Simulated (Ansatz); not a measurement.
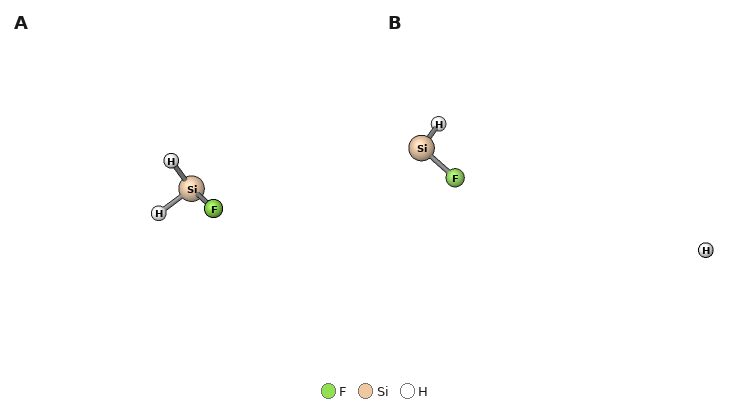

2 stationary structures of one formula. Charge −1, singlet. Geometries: PBE-D4/def2-SVPD. Electronic energies: PBE-D4/def2-SVPD (Ansatz 0.2.0), without zero-point energy. No frequency run is at hand to confirm each as a minimum.

### Which is lowest in energy, and by how much?

A is lowest (Cs); B lies 2.918 eV above it (C1).
